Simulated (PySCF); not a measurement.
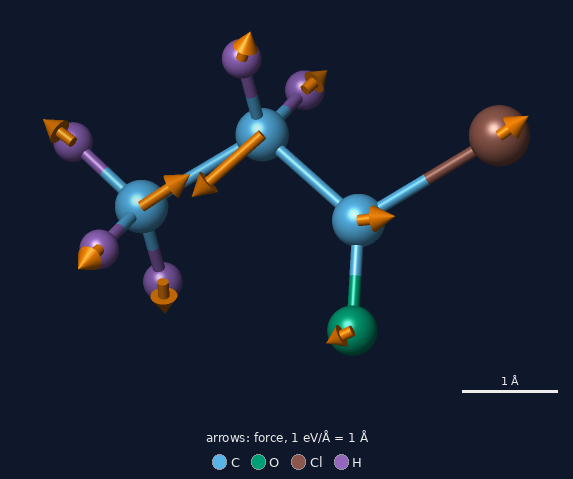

Starting geometry of C₃H₅ClO with the computed forces as orange arrows. The picture is a ball-and-stick view, seen at a tilt.

The start comes from GFN2-xTB.

Computed with PBE0-D3(BJ)/def2-SVP geometry optimisation, gas phase in PySCF. 

Is this structure relaxed? If not, where do the atoms go?

It isn't relaxed: the largest force vector, on a C atom, is 1.01 eV/Å. The final displacements follow the starting forces only in part (cosine between the two patterns 0.52). The atom that moves furthest after the best rigid fit is the Cl atom (0.033 Å). Largest moves by element: Cl 0.033 Å, H 0.029 Å, C 0.017 Å, O 0.014 Å. Some distances before and after: C–Cl 1.781 → 1.796 Å, C–H 1.087 → 1.099 Å, C–C 1.491 → 1.501 Å, C–C 1.524 → 1.516 Å. Among the angles between lasting bonds that change: H–C–H 106.9° → 104.9°. The energy falls by 2.79 kJ/mol in 4 geometry steps.
